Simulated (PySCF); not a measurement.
**CH6FO3Si3: EPR calculation**

CH6FO3Si3, multiplicity 2, computed with UKS B3LYP, pcH-1 on C F H O Si, non-relativistic, mean-field spin-orbit, GIAO (PySCF 2.14.0).

It belongs to a series of runs on one base structure; here: H removed from Si.

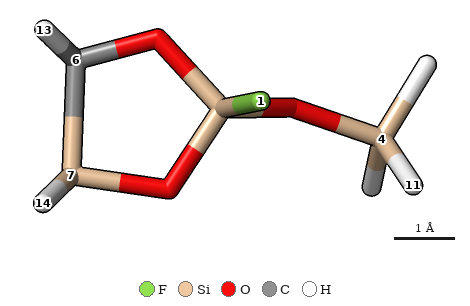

Fig. 1: The structure (stick view, seen at a tilt; atoms are numbered from 1 in the order of the input). Bond lengths as drawn: C–H 1.09 to 1.10 Å, C–O 1.42 Å, C–Si 1.94 Å, F–Si 1.60 Å, H–Si 1.46 Å and O–Si 1.59 to 1.65 Å.

### The input
```
{"job": {"kind": "epr", "basis": "pcH-1"}, "charge": 0, "multiplicity": 2}
F      0.060565     2.018208     0.702331
Si     0.045353     0.436522     0.456765
O     -1.431175    -0.108264     0.671272
Si    -3.012879     0.191705     0.419057
O      1.108702    -0.290961     1.426303
C      2.262747    -0.857989     0.828922
Si     2.113821    -0.546327    -1.078317
O      0.629395     0.169643    -1.029383
H     -3.461185    -0.926093    -0.408319
H     -3.584535     0.194658     1.762268
H     -3.167810     1.477678    -0.255372
H      2.310128    -1.908159     1.129518
H      3.141714    -0.353512     1.243786
H      2.984482     0.502418    -1.610972
```

The first line tells a small driver script what to run in PySCF; the rest is the geometry in Å.

Hardware: 1 CPU thread, shared host.

Launch command:
```bash
OMP_NUM_THREADS=1 python <driver script> task.json out
```

### The program's output
```
UKS, coarse grid
  cycle   1  E = -1235.66330140  |g| = 9.90e-01
  cycle   2  E = -1235.04663585  |g| = 1.62e+00
  cycle   3  E = -1235.96532786  |g| = 1.55e-01
  cycle   4  E = -1235.97256567  |g| = 8.79e-02
  cycle   5  E = -1235.97481511  |g| = 1.91e-02
  cycle   6  E = -1235.97493907  |g| = 6.49e-03
  cycle   7  E = -1235.97495318  |g| = 2.41e-03
  cycle   8  E = -1235.97495529  |g| = 5.57e-04
UKS, final grid
  cycle   1  E = -1235.97501020  |g| = 7.58e-04
  cycle   2  E = -1235.97500989  |g| = 1.24e-03
  cycle   3  E = -1235.97501040  |g| = 8.72e-05
  cycle   4  E = -1235.97501040  |g| = 2.73e-05
E = -1235.97501040 Eh   <S^2> = 0.7513 (exact 0.7500)
g shifts (ppm)      1          2          3
  rmc          -160       -160       -160
  gc             70         25         74
  oz_so        -548         24       1992
  total        -638       -111       1906
hyperfine (MHz)  atom isotope    a_iso     a_fc   dipolar eigenvalues
    0   19F       6.99       6.98     -5.98     -5.51     11.49
    1  29Si     -25.37     -25.39     -2.74      1.27      1.48
    2   17O       0.41       0.41     -0.22      0.07      0.15
    3  29Si       0.03       0.03     -0.18      0.08      0.09
    4   17O       0.76       0.77     -6.53      3.12      3.41
    5   13C      53.01      52.98     -7.91     -6.48     14.40
    6  29Si    -605.37    -606.32   -155.23     76.04     79.19
    7   17O     -32.60     -32.50    -23.81     11.55     12.25
    8    1H      -0.00      -0.00     -0.43     -0.41      0.83
    9    1H       0.00       0.00     -0.28     -0.27      0.54
   10    1H       0.00       0.00     -0.40     -0.37      0.77
   11    1H       3.14       3.15     -5.14     -3.18      8.32
   12    1H      29.83      29.83     -4.45     -0.38      4.83
   13    1H     166.23     166.23     -7.62      0.56      7.07
```

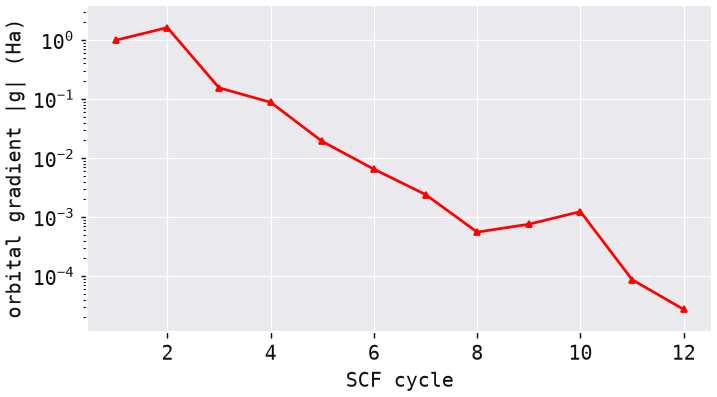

Fig. 2: Convergence of the self-consistent field: orbital gradient |g| against the SCF cycle. All cycles printed in the log are drawn one after another.

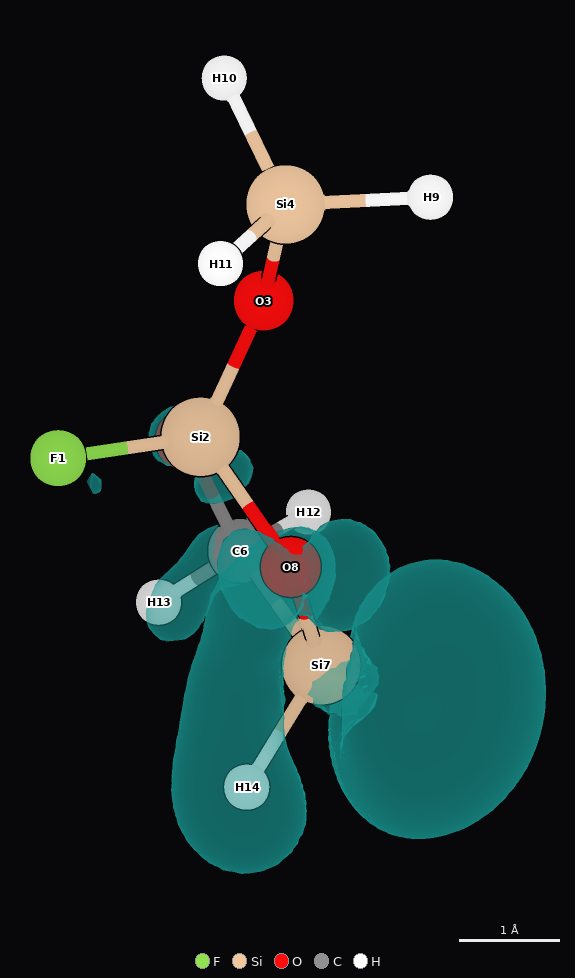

Fig. 3: Isosurfaces of the spin density (α minus β) at +0.015 (teal) and −0.015 e/Å³ (pink), seen at an oblique angle. The unpaired spin (1 electron) lies mostly on Si7 (about 0.8) and H14 (about 0.1), in electrons by Hirshfeld's partition. Only one sign reaches the isovalue.

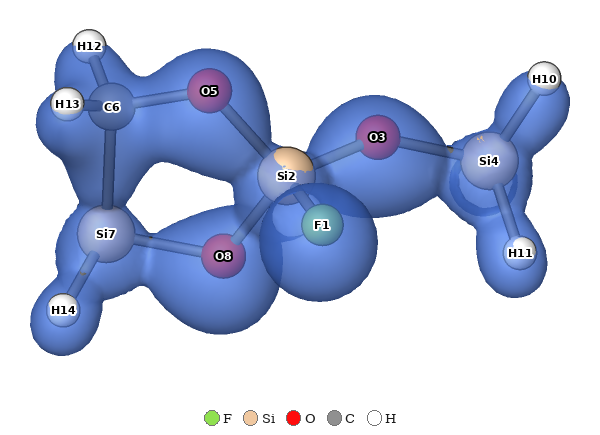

Fig. 4: Isosurface of the total electron density at 0.6 e/Å³ (blue), seen at a tilt. At this value the surface is in one piece. On the grid the lowest density along these lines, outside the cores, is 1.3 e/Å³ (C–O, 1.42 Å), 0.93 e/Å³ (Si–O, 1.59 Å), 0.83 e/Å³ (Si–F, 1.60 Å) and 1 e/Å³ (C–Si, 1.94 Å).

### Key numbers

| quantity | value |
| --- | --- |
| outcome | converged |
| total energy | −1235.975010 hartree |
| ⟨S²⟩ | 0.751 |
| isotropic g | 2.0027 |
| wall time | 88 s |
| peak memory | 1.1 GiB |
